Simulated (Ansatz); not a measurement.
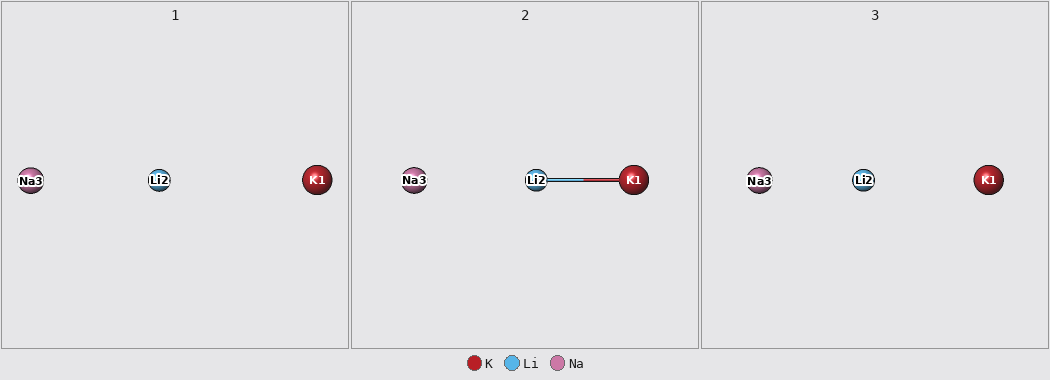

The system K + LiNa, spin multiplicity 2. 
- The first coordinate is: distance K1–Li2; the second: distance Li2–Na3.
- Nothing is relaxed (the angle K1–Li2–Na3 is fixed at 180 degrees).
- Grid: 15 × 15 points.
- Energies are in kJ/mol, from the lowest grid point.
- In part of the range the unrestricted reference is strongly spin-contaminated.
- Theory: UHF/def2-TZVPD in Ansatz.

The numbered pictures are structures from this grid.

Which is the most stable, and how do the others follow?

Answer. 3, at distance K1–Li2 = 3.999 Å, distance Li2–Na3 = 3.327 Å: 0.0 kJ/mol; 1, at distance K1–Li2 = 5.048 Å, distance Li2–Na3 = 4.106 Å: 8.8 kJ/mol; 2, at distance K1–Li2 = 3.119 Å, distance Li2–Na3 = 3.902 Å: 19.0 kJ/mol.

The map, with the structures marked:

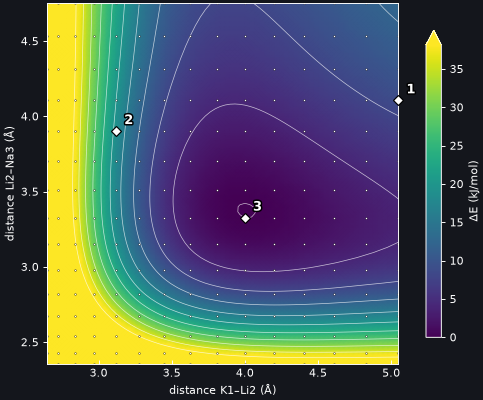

The picture shows a smooth colour map with a few white contour lines, dots at the grid points, one colour for all values above the top of the scale. Between grid points the surface is interpolated.
